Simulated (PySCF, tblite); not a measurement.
# C₅H₁₀Si: geometry, infrared bands and NMR shifts

Aim: predict the infrared bands and NMR shifts of C₅H₁₀Si (`C=CC(=C)C[SiH3]`).

Computed with tblite 0.8.0 and PySCF 2.14.0, with density-fitted response routines of our own, on a single molecule in the gas phase. Atoms are numbered from 0 throughout.

### Step 1. The starting structure

16 atoms, charge 0, multiplicity 1; geometry from: force field or distance geometry start.

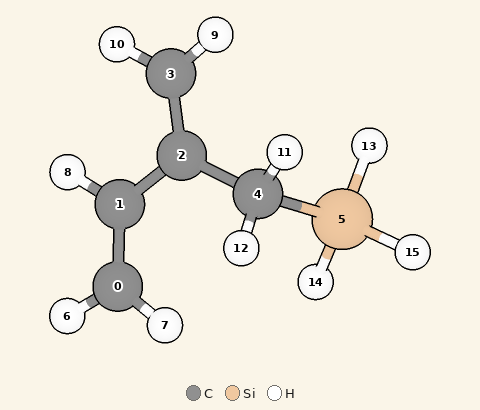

As it starts; carbon grey, silicon light orange, hydrogen white, atoms numbered.

### Step 2. Geometry optimisation with GFN2-xTB

Job settings and geometry (Å):

```
{"job": {"kind": "relax", "xc": "GFN2-xTB", "basis": "xTB"}, "charge": 0, "multiplicity": 1}
C      1.237400    -0.946300     1.845900
C      0.935400     0.323600     1.497500
C      0.398800     0.780300     0.244100
C      0.246700     2.114300     0.031700
C      0.028200    -0.196600    -0.855000
Si    -1.637800    -1.049900    -0.707200
H      1.641400    -1.158000     2.824300
H      1.085600    -1.785100     1.191500
H      1.148800     1.084900     2.254600
H     -0.145000     2.500300    -0.889800
H      0.509100     2.838100     0.795100
H      0.016100     0.330200    -1.823700
H      0.815700    -0.945100    -0.959100
H     -2.735500    -0.058800    -0.645000
H     -1.687400    -1.912300     0.501000
H     -1.865200    -1.910800    -1.881200
```

Command:

```sh
$ OMP_NUM_THREADS=1 python probes_run.py task.json out
```

One launch serves the whole session: the jobs run in the order shown.

What it wrote:

```text
step      E/eV     max force
  0    -475.28047    1.579
  1    -475.32544    1.069
  2    -475.34444    0.261
  3    -475.34818    0.208
  4    -475.35348    0.186
  5    -475.35685    0.194
  6    -475.36001    0.115
  7    -475.36169    0.088
  8    -475.36292    0.101
  9    -475.36411    0.100
 10    -475.36524    0.081
 11    -475.36645    0.097
 12    -475.36800    0.134
 13    -475.36985    0.136
 14    -475.37156    0.107
 15    -475.37279    0.077
 16    -475.37376    0.067
 17    -475.37471    0.092
 18    -475.37556    0.080
 19    -475.37622    0.060
 20    -475.37682    0.064
 21    -475.37757    0.078
 22    -475.37848    0.092
 23    -475.37930    0.081
 24    -475.37982    0.058
 25    -475.38020    0.061
 26    -475.38058    0.062
 27    -475.38092    0.042
 28    -475.38114    0.034
 29    -475.38126    0.025
 30    -475.38137    0.033
 31    -475.38148    0.033
 32    -475.38158    0.023
 33    -475.38166    0.023
 34    -475.38174    0.024
 35    -475.38183    0.031
 36    -475.38191    0.026
 37    -475.38195    0.018
 38    -475.38197    0.014
 39    -475.38199    0.011
 40    -475.38201    0.014
 41    -475.38203    0.013
 42    -475.38206    0.017
 43    -475.38208    0.016
 44    -475.38211    0.014
 45    -475.38213    0.010
 46    -475.38214    0.008
```

Run time: 0.45 s. Hardware: 1 thread of Arm Neoverse N1, shared host.

Along the way: (not every step is listed)

```
step  energy from step 0 (eV)  largest force (eV/Å)
   0                   0.0000                1.5794
   1                  -0.0450                1.0695
   2                  -0.0640                0.2609
   3                  -0.0677                0.2078
   4                  -0.0730                0.1858
   5                  -0.0764                0.1943
   6                  -0.0795                0.1150
   7                  -0.0812                0.0880
   8                  -0.0824                0.1011
  11                  -0.0860                0.0972
  14                  -0.0911                0.1074
  17                  -0.0942                0.0922
  20                  -0.0964                0.0644
  23                  -0.0988                0.0805
  26                  -0.1001                0.0619
  29                  -0.1008                0.0246
  32                  -0.1011                0.0233
  35                  -0.1014                0.0311
  38                  -0.1015                0.0142
  41                  -0.1016                0.0134
  42                  -0.1016                0.0167
  43                  -0.1016                0.0156
  44                  -0.1016                0.0137
  45                  -0.1017                0.0105
  46                  -0.1017                0.0075
```

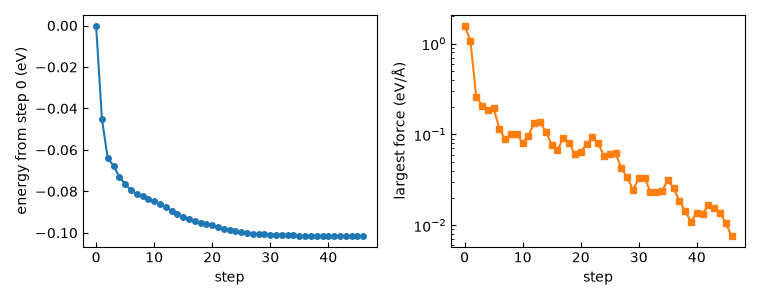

Energy and largest force along the relaxation.

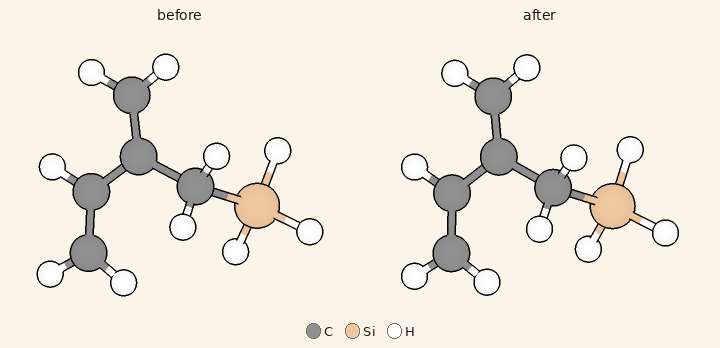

The geometry before (left) and after (right).

Close pairs (by a distance rule), those that changed most:

```
   bond  before (Å)  after (Å)  change (Å)
 C4–Si5       1.878      1.910      +0.032
  C2–C3       1.359      1.335      -0.025
  C0–C1       1.351      1.328      -0.023
  C2–C4       1.516      1.494      -0.023
Si5–H14       1.485      1.463      -0.022
  C1–C2       1.438      1.457      +0.019
Si5–H13       1.480      1.463      -0.017
 C4–H11       1.103      1.091      -0.012
```

The final coordinates are the input of the step that follows.

### Step 3. Harmonic vibrations with GFN2-xTB

Job settings and geometry (Å):

```
{"job": {"kind": "ir", "xc": "GFN2-xTB", "basis": "xTB"}, "charge": 0, "multiplicity": 1}
C      1.179558    -0.964310     1.795636
C      0.922931     0.297468     1.471750
C      0.409548     0.781846     0.197454
C      0.189160     2.087629     0.030432
C      0.106073    -0.197348    -0.889270
Si    -1.597174    -1.023123    -0.637430
H      1.559773    -1.224825     2.769131
H      1.026012    -1.785612     1.117067
H      1.104810     1.073805     2.205105
H     -0.191309     2.484972    -0.895529
H      0.383105     2.803364     0.811530
H      0.100032     0.321825    -1.848741
H      0.885394    -0.957131    -0.942384
H     -2.622074     0.019266    -0.575824
H     -1.618734    -1.805372     0.598688
H     -1.844703    -1.903509    -1.782837
```

What it wrote:

```text
mode    cm-1     km/mol
  1      74.3      0.04
  2      91.3      0.02
  3     127.6      0.03
  4     153.0      0.22
  5     297.2      0.82
  6     410.3      3.01
  7     419.0      4.15
  8     497.7      9.76
  9     519.9     29.89
 10     545.4     30.48
 11     620.8      8.85
 12     741.3      8.17
 13     751.8     18.31
 14     771.8     89.00
 15     790.6    212.96
 16     796.1    368.79
 17     807.8    145.62
 18     855.2     10.50
 19     871.6     32.60
 20     890.4      8.22
 21     971.4      9.22
 22    1011.9     16.85
 23    1024.8     14.43
 24    1111.6      3.39
 25    1212.0     37.17
 26    1299.1      0.92
 27    1304.9     24.94
 28    1413.3      5.03
 29    1423.0      0.09
 30    1477.8      1.41
 31    1661.0     15.97
 32    1673.9      3.90
 33    2247.6    357.82
 34    2268.3    353.58
 35    2273.5    157.99
 36    2979.5     34.74
 37    2994.1     26.64
 38    3046.0     36.68
 39    3100.6     19.33
 40    3107.1     18.75
 41    3124.4     29.39
 42    3129.1     81.89
```

Wall time 0.76 s (1 thread of Arm Neoverse N1, shared host).

Which atoms move in the most intense modes:

```
cm⁻¹  km/mol                                   atoms
 772    89.0                      H15 45 %, H13 29 %
 791   213.0            H14 43 %, H13 29 %, H15 21 %
 796   368.8  H13 34 %, H14 31 %, H15 16 %, Si5 12 %
 808   145.6   H12 25 %, C4 24 %, H11 17 %, H15 11 %
2248   357.8                                H15 96 %
2268   353.6                      H13 48 %, H14 47 %
2274   158.0                      H14 49 %, H13 49 %
3129    81.9                        H7 58 %, H6 27 %
```

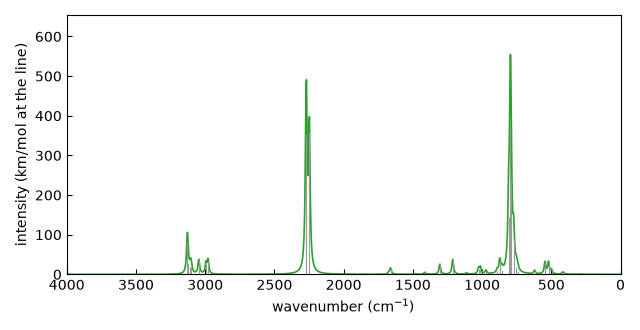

The infrared spectrum from these modes, unscaled. Lines are broadened to a width of 14 cm⁻¹ (Lorentzian).

### Step 4. Nuclear shieldings: PBE0/pcSseg-1

Settings changed since step 3:

```diff
@@ -1,2 +1,2 @@
-{"job": {"kind": "ir", "xc": "GFN2-xTB", "basis": "xTB"}, "charge": 0, "multiplicity": 1}
+{"job": {"kind": "nmr", "xc": "PBE0", "basis": "pcSseg-1"}, "charge": 0, "multiplicity": 1}
 C      1.179558    -0.964310     1.795636
```

Level: GIAO PBE0/pcSseg-1 NMR shielding, non-relativistic, gas phase.

What it wrote:

```text
coarse grid: 13256 points
cycle   1  E = -485.5130702225  dE =  4.904e-01  |g| = 3.816e-01  |ddm| = 3.552e+00
cycle   2  E = -485.5135233760  dE = -4.532e-04  |g| = 3.832e-01  |ddm| = 7.272e-01
cycle   3  E = -485.5530156381  dE = -3.949e-02  |g| = 3.717e-02  |ddm| = 3.954e-01
cycle   4  E = -485.5532031559  dE = -1.875e-04  |g| = 2.780e-02  |ddm| = 6.151e-02
cycle   5  E = -485.5533993852  dE = -1.962e-04  |g| = 6.195e-03  |ddm| = 2.629e-02
cycle   6  E = -485.5534081997  dE = -8.814e-06  |g| = 1.862e-03  |ddm| = 6.436e-03
final grid: 121688 points
cycle   7  E = -485.5896988131  dE = -3.443e-05  |g| = 7.489e-03  |ddm| = 3.435e-02
cycle   8  E = -485.5896931292  dE =  5.684e-06  |g| = 8.843e-03  |ddm| = 1.449e-02
cycle   9  E = -485.5897132437  dE = -2.011e-05  |g| = 1.379e-03  |ddm| = 8.287e-03
cycle  10  E = -485.5897137232  dE = -4.794e-07  |g| = 2.887e-04  |ddm| = 1.419e-03
cycle  11  E = -485.5897137444  dE = -2.124e-08  |g| = 9.874e-05  |ddm| = 3.572e-04
cycle  12  E = -485.5897137470  dE = -2.565e-09  |g| = 1.827e-05  |ddm| = 1.056e-04
cycle  13  E = -485.5897137471  dE = -8.072e-11  |g| = 3.984e-06  |ddm| = 2.341e-05
converged SCF energy = -485.5897137471

GIAO shielding tensors (ppm)
atom      isotropic    diamagn.    paramagn.     s11        s22        s33       span
  0 C       65.537     257.112    -191.576    -41.350     67.837    170.124    211.474
  1 C       41.383     252.737    -211.354    -70.739     50.606    144.283    215.022
  2 C       34.591     260.170    -225.579    -81.431     23.735    161.470    242.901
  3 C       63.209     252.955    -189.746    -34.691     81.157    143.161    177.851
  4 C      170.519     251.863     -81.345    157.683    162.259    191.614     33.931
  5 Si     413.748     880.229    -466.481    370.013    404.925    466.307     96.294
  6 H       26.204      28.821      -2.617     24.456     25.261     28.895      4.439
  7 H       26.296      33.834      -7.538     23.260     25.303     30.326      7.067
  8 H       25.134      31.764      -6.630     23.345     23.765     28.290      4.945
  9 H       26.378      32.041      -5.664     23.301     24.987     30.845      7.544
 10 H       26.453      31.436      -4.982     23.729     25.342     30.289      6.559
 11 H       29.716      32.224      -2.509     25.501     28.496     35.150      9.649
 12 H       29.703      32.433      -2.731     26.063     28.373     34.672      8.609
 13 H       28.004      29.683      -1.679     24.692     26.551     32.768      8.076
 14 H       27.596      29.874      -2.278     23.480     27.581     31.725      8.246
 15 H       27.672      29.153      -1.481     24.689     25.151     33.175      8.486
```

It took 44 s on 1 thread of Arm Neoverse N1, shared host; peak memory 0.73 GiB.

The references, computed at this level on geometries of the same kind, shield at (ppm): ¹H TMS 31.72, ¹³C TMS 186.9, ²⁹Si TMS 349.2. Their shielding less the atom's gives the shift. The references are single molecules in the gas phase. Atoms listed in one row are averaged.

```
        atoms                                  environment  σ (ppm)  δ (ppm)  δ scaled to CDCl3
           C2              fully substituted alkene carbon     34.6    152.3              146.8
           C1                                    alkene CH     41.4    145.5              140.1
           C3                         terminal =CH2 carbon     63.2    123.7              118.8
           C0                         terminal =CH2 carbon     65.5    121.4              116.6
           C4                 allylic sp3 CH2 bonded to Si    170.5     16.4               14.1
           H8                     hydrogen on an alkene CH    25.13     6.58               6.31
           H6           hydrogen on a terminal =CH2 carbon    26.20     5.51               5.30
           H7           hydrogen on a terminal =CH2 carbon    26.30     5.42               5.22
           H9           hydrogen on a terminal =CH2 carbon    26.38     5.34               5.14
          H10           hydrogen on a terminal =CH2 carbon    26.45     5.26               5.07
H13, H14, H15            hydrogen on a silicon bonded to C    27.76     3.96                  –
     H11, H12  hydrogen on an allylic sp3 CH2 bonded to Si    29.71     2.01               2.00
          Si5                     silicon bonded to C, 3 H    413.7    -64.6                  –
```

The scaled column applies a straight-line fit of computed shieldings to shifts measured in CDCl3 (root-mean-square error 0.16 ppm for H, 1.9 ppm for C).

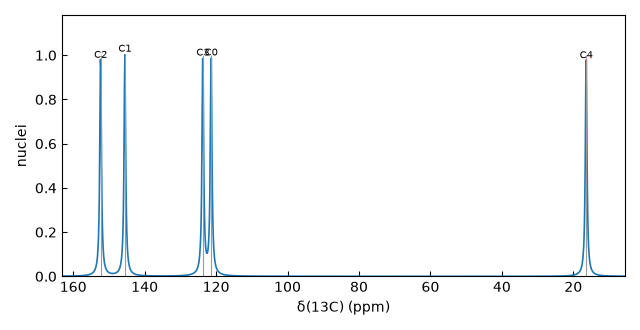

¹³C lines at the computed shifts, without couplings. Lines are broadened to a width of 0.54 ppm (Lorentzian).

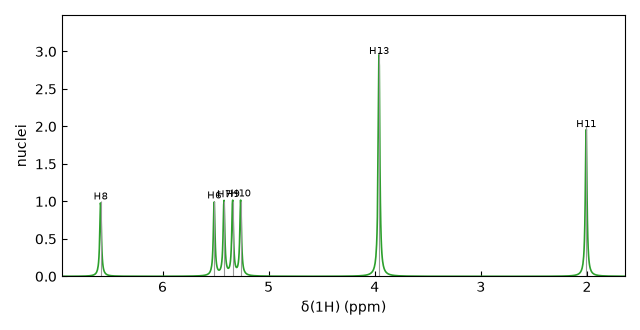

¹H lines at the computed shifts, without couplings. Lines are broadened to a width of 0.02 ppm (Lorentzian).

Charges from the same density, by scheme (e):

```
atoms  Mulliken    IAO  Hirshfeld  ESP fit
   C0     -0.14  -0.32      -0.10    -0.45
   C1     -0.13  -0.14      -0.04    -0.11
   C2     -0.38   0.02       0.01     0.17
   C3     -0.05  -0.33      -0.11    -0.55
   C4     -0.42  -0.54      -0.15    -0.34
  Si5      0.52   0.61       0.31     0.42
```

Mulliken charges:

C0 -0.14; C1 -0.13; C2 -0.38; C3 -0.05; C4 -0.42; Si5 0.52; H6 0.12; H7 0.12; H8 0.09; H9 0.10; H10 0.11; H11 0.15; H12 0.16; H13 -0.08; H14 -0.08; H15 -0.09

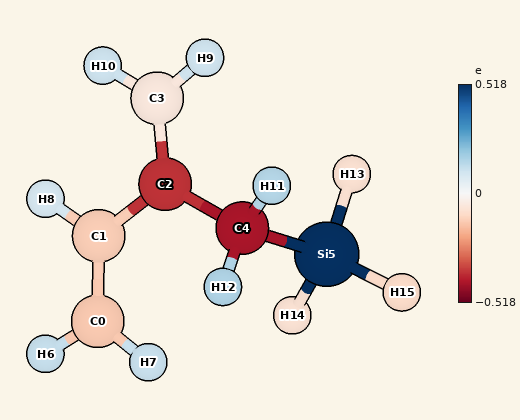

Mulliken charges, as colours on the atoms.

Mayer bond orders: C0–C1 1.93, C1–C2 1.09, C2–C3 1.89, C2–C4 1.03, C4–Si5 0.89.

The fields below are evaluated on a grid from the run's orbitals.

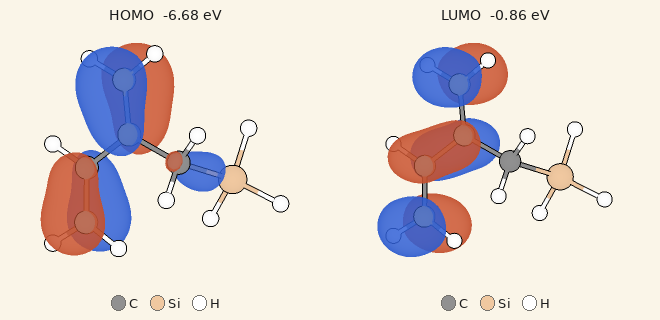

PBE0/pcSseg-1 orbitals near the gap, drawn at the value that encloses 70 % of each; the two colours are the two signs.

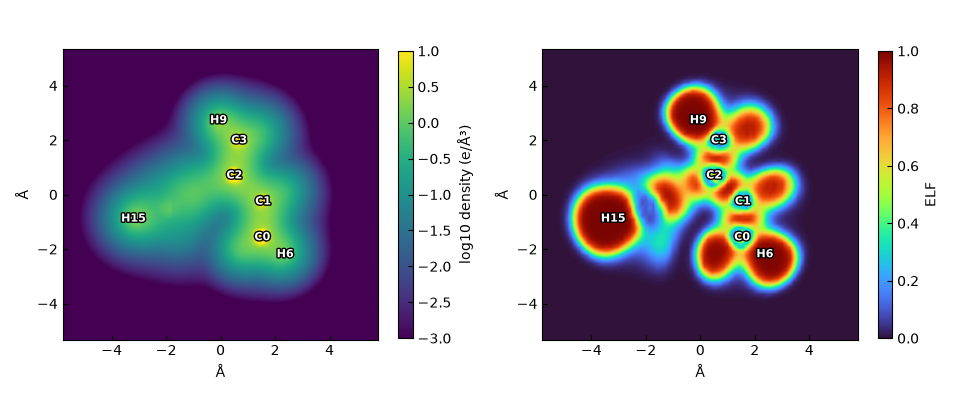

Density (left) and ELF (right) in a plane through or near 7 of the atoms.

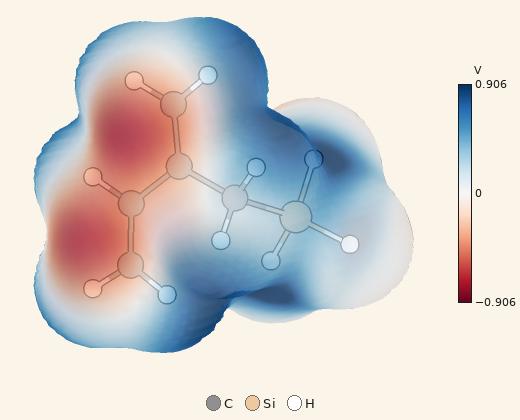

Electrostatic potential on the surface of density 0.002 e/bohr³; red is low, blue high. It runs from -0.67 V near C3 to 0.91 V near H7.

### Step 5. Results

| quantity | value |
| --- | --- |
| strongest single infrared mode (GFN2-xTB) | 796 cm⁻¹, 369 km/mol |
| zero-point energy (GFN2-xTB) | 78.5 kcal/mol |
| ¹³C shifts against TMS (PBE0/pcSseg-1) | 152.3, 145.5, 123.7, 121.4, 16.4 ppm |
| ¹H shifts against TMS (PBE0/pcSseg-1, means over atoms taken as alike) | 6.58, 5.51, 5.42, 5.34, 5.26, 3.96, 2.01 ppm |
| ²⁹Si shifts against TMS (PBE0/pcSseg-1) | -64.6 ppm |
| surface potential, least and greatest | -0.67 V and 0.91 V |

In words: The optimisation took 46 steps and gained 0.102 eV; among the close pairs (by a distance rule), C4–Si5 changed most, from 1.878 to 1.910 Å. All 42 modes are real, so the xTB geometry is a minimum. The strongest single mode, at 796 cm⁻¹, is carried by H13, H14, H15, Si5. GFN2-xTB is a fitted tight-binding method: band positions and strengths are rough. Its intensities can rank the bands wrongly. H8 (hydrogen on an alkene CH) lies farthest downfield among hydrogen, at 6.58 ppm; a vinylic proton, deshielded by the sp2 carbon and the C=C anisotropy. At PBE0/pcSseg-1: The largest span, 243 ppm, is at C2, where the paramagnetic term is -226 ppm. At PBE0/pcSseg-1, counted by nearest atom on the grid, the HOMO lies on C3 30 %; C0 20 %, the LUMO on C0, C3 about 21 % each; C1, C2 about 14 % each.
